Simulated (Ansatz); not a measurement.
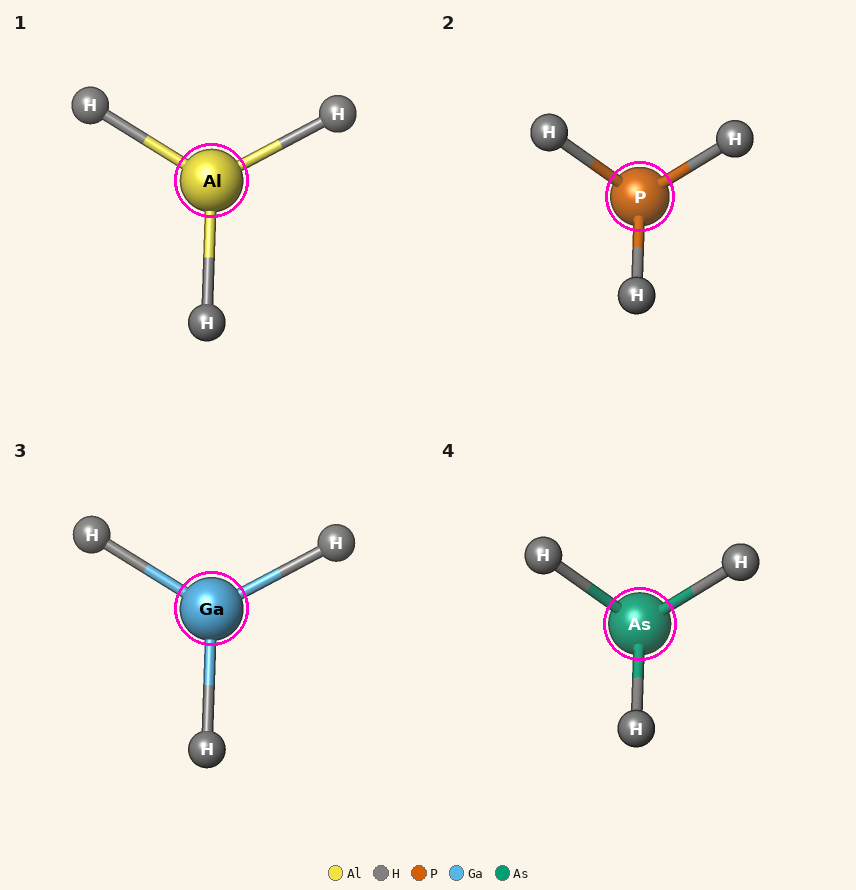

4 molecules with one skeleton, seen from the same side and at one scale; the atom that differs is circled. Each species is neutral and a spin singlet. Computed geometries: PBE0-D4/def2-TZVP optimisations, one conformation each. Properties computed with Ansatz 0.2.0.

One atom differs, called X below: Al in panel 1, P in panel 2, Ga in panel 3, As in panel 4. Their formulas are AlH3 (`[AlH3]`), PH3 (`P`), GaH3 (`[GaH3]`), AsH3 (`[AsH3]`).

Rank them by the vertical ionisation energy, lowest first (PBE-D4/def2-TZVPP).

Answer. 4 (As), 2 (P), 1 (Al), 3 (Ga).

Rank them by the mean length of X–H, lowest first (PBE0-D4/def2-TZVP).

Answer. 2 (P), 4 (As), 3 (Ga), 1 (Al).

Give the values. With PBE0-D4/def2-TZVP: mean length of X–H (Å), mean angle H–X–H (°). With PBE-D4/def2-TZVPP: HOMO energy (Kohn–Sham orbital) (eV), HOMO–LUMO gap (eV), dipole moment (D), vertical ionisation energy (eV).

```tsv
quantity	1 (Al)	2 (P)	3 (Ga)	4 (As)
mean length of X–H (Å)	1.586	1.420	1.568	1.522
mean angle H–X–H (°)	120.0	93.1	120.0	92.0
HOMO energy (Kohn–Sham orbital) (eV)	−7.30	−6.68	−7.35	−6.69
HOMO–LUMO gap (eV)	4.76	6.54	4.69	6.50
dipole moment (D)	0.00	0.67	0.00	0.29
vertical ionisation energy (eV)	10.93	10.50	10.98	10.41
```
